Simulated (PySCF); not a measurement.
# revPBE/cc-pVDZ run of Si2H5ClO (SMILES O[SiH]([SiH3])Cl)

What is the energy change on altering one bond length of Si2H5ClO at revPBE/cc-pVDZ? 

The calculation is run with PySCF 2.14.0.

2 further runs of the same task are left out: 2 set aside as unsound or not needed.

## (1) The system as given

Si2H5ClO has 9 atoms, charge 0, and is taken as a singlet. SMILES: `O[SiH]([SiH3])Cl`. The coordinates come from a PBE0-D4/def2-TZVP relaxation. This is one conformer, not always the lowest.

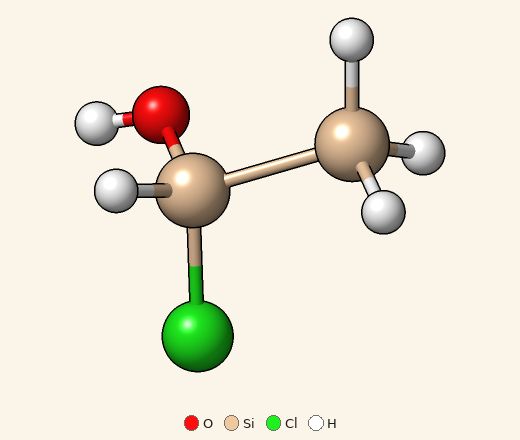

The structure, seen from a chosen angle (oxygen red, silicon light orange, chlorine green, hydrogen white).

## (2) A single-point energy at revPBE/cc-pVDZ

calc.py reads:

```python
# O[SiH]([SiH3])Cl
from pyscf import gto, dft

mol = gto.M(
    atom='''
O      0.516900     0.942100    -1.606400
Si    -0.265600     0.799800    -0.173200
Si     0.351900    -1.250200     0.759300
Cl    -2.313400     0.805800    -0.459000
H      0.374000     1.735000    -2.126800
H     -0.002900     1.975800     0.697100
H      1.819900    -1.291800     0.992500
H     -0.039700    -2.350400    -0.158700
H     -0.352700    -1.412300     2.058200
''',
    max_memory=1860,
    basis='cc-pvdz',
    verbose=3,
)

myscf = dft.RKS(mol, xc='revpbe')
myscf.grids.level = 5
myscf.conv_tol = 1e-10
myscf.kernel()
if not myscf.converged:
    myscf = myscf.newton().run(myscf.mo_coeff, myscf.mo_occ)

energy = myscf.e_tot
print('E(%s) = %.9f' % ('REVPBE', energy))
```

The run is started by

```
$ OMP_NUM_THREADS=1 python calc.py
```

The log of the run:

```text
converged SCF energy = -1117.25997745343
E(REVPBE) = -1117.259977453
```

Run time: 16 s. Hardware: 1 thread of Intel Xeon 6975P-C (Granite Rapids), shared host; peak memory 0.48 GiB.

## (3) The distorted shape

input.xyz reads:

```xyz
9
ClH5OSi2
O      0.728263     0.990726    -1.996039
Si    -0.054237     0.848426    -0.562839
Si     0.563263    -1.201574     0.369661
Cl    -2.102037     0.854426    -0.848639
H      0.585363     1.783626    -2.516439
H      0.208463     2.024426     0.307461
H      2.031263    -1.243174     0.602861
H      0.171663    -2.301774    -0.548339
H     -0.352700    -1.412300     2.058200
```

calc.py reads:

```python
from pyscf import gto, dft

mol = gto.Mole()
mol.atom = 'input.xyz'
mol.max_memory = 1860
mol.verbose = 3
mol.basis = 'cc-pvdz'
mol.build()

mf = dft.RKS(mol)
mf.xc = 'revpbe'
mf.grids.level = 5
mf.conv_tol = 1e-10
mf.kernel()
if not mf.converged:
    mf = mf.newton().run(mf.mo_coeff, mf.mo_occ)

e_final = mf.e_tot
print('Final energy', e_final)
```

The run is started by

```
$ OMP_NUM_THREADS=1 python calc.py
```

The log of the run:

```text
converged SCF energy = -1117.22901227776
Final energy -1117.2290122777554
```

It took 16 s on 1 thread of Intel Xeon 6975P-C (Granite Rapids), shared host; peak memory 0.48 GiB.

## (4) Outcome

At revPBE/cc-pVDZ:

| quantity | value |
| --- | --- |
| first shape: total energy | -1117.25998 Eh |
| first shape: dipole moment | 1.41 D |
| first shape: HOMO energy | -6.77 eV |
| first shape: LUMO energy | -0.74 eV |
| first shape: HOMO–LUMO gap | 6.04 eV |
| distorted shape: total energy | -1117.22901 Eh |
| distorted shape: dipole moment | 1.84 D |
| distorted shape: HOMO energy | -6.85 eV |
| distorted shape: LUMO energy | -1.60 eV |
| distorted shape: HOMO–LUMO gap | 5.25 eV |
| energy change with the Si3–H9 bond stretched from 1.487 to 1.933 Å | 0.843 eV |

With the Si3–H9 bond stretched from 1.487 to 1.933 Å the energy rises by 0.84 eV (81.3 kJ/mol). The first shape isn't relaxed at this level, so the change isn't measured from a minimum. Mulliken charges (first shape) run from -0.27 on O1 to +0.41 on Si2.
